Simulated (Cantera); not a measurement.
A closed system holds: 1 mol MgCO3, a varied amount of H2, 0.11 mol H2O, equilibrated at 2000 °C and 39000 Pa.

These are equilibrium values from Cantera (NASA tables, ideal gas, pure condensed phases), not measurements of a reactor. Candidate condensed phases: C, C6H6, C7H8, C8H18, H2O, Mg, MgCO3, MgO, Mg(OH)2; 116 gas species. The tables' values for MgH are old estimates; treat these amounts as uncertain. The numbers say what is thermodynamically allowed, not how fast it happens.

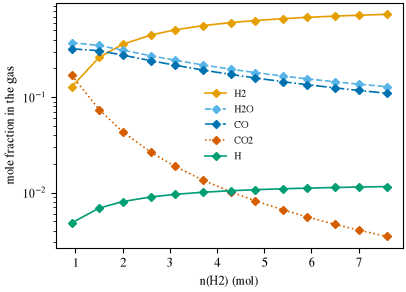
Fig. 1. Equilibrium gas composition (values under 1e-9 drawn at 1e-9)

From 0.92 mol H2 to 7.6 mol H2 the condensed part is MgO(s). The main Mg-bearing gas is Mg throughout. The share of Mg in condensed phases is highest at 0.92 mol H2 (99.9 %) and lowest at 7.6 mol H2 (93.7 %).
